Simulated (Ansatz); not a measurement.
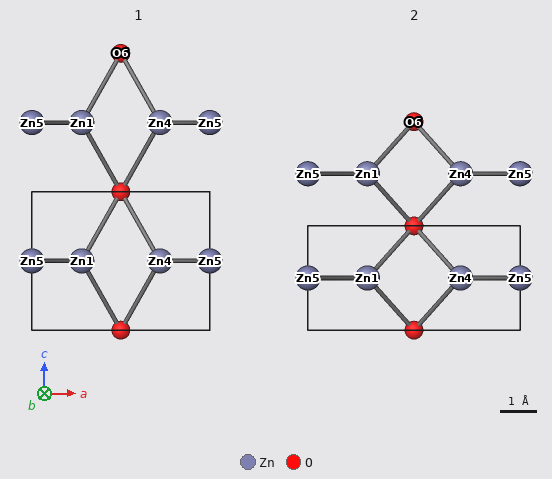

Two geometries of solid Zn5O (a generated structure, set up in P4/mmm) (coarse preliminary run), drawn at one scale. One is the start of a relaxation, the other its converged end. The picture is a ball-and-stick view of the cell of the calculation, repeated 1 × 1 × 2 with one cell outlined, seen along the b axis.

Method: DFT PBE, scalar-relativistic, plane waves, PAW in Ansatz 0.2.0. Settings: plane-wave cutoff 420 eV; k-point mesh 4 × 4 × 4; occupations gaussian; smearing width 0.1 eV; no spin polarisation; cell and atoms relaxed; force threshold 0.04 eV/Å; at most 70 steps.

> Which geometry has the lower energy?

Structure 2 is the relaxed one. The energy falls by 907 meV per atom in 10 accepted moves (12 points after the start). Largest force component: 1.8 eV/Å at the start, 0.0084 eV/Å at the end. The pressure goes from 30.74 to −0.01 GPa. The SCF was repeated twice at an unchanged geometry on a basis and grid sized afresh for the cell, which shifted the energy by 33.9 meV per atom at most. No atom moves by more than 0.005 Å relative to the cell. The volume changes by +7.1 %, with a = b 5.026 → 5.994 Å (+19.3 %), c 3.909 → 2.945 Å (−24.7 %). Some distances before and after: Zn–Zn 2.208 → 2.630 Å, Zn–Zn 1.992 → 2.379 Å, O–Zn 2.502 → 2.372 Å. The space group stays P4/mmm (No. 123). The run took 2.8 min on 1 thread of Intel(R) Xeon(R) Processor @ 2.50GHz (Skylake/Cascade Lake), on a shared host, peak memory 0.42 GiB.

Limits of the set-up: the k-point mesh is coarse for a cell with partly filled bands; layers or molecules are held without a dispersion correction, so their spacing is unreliable.
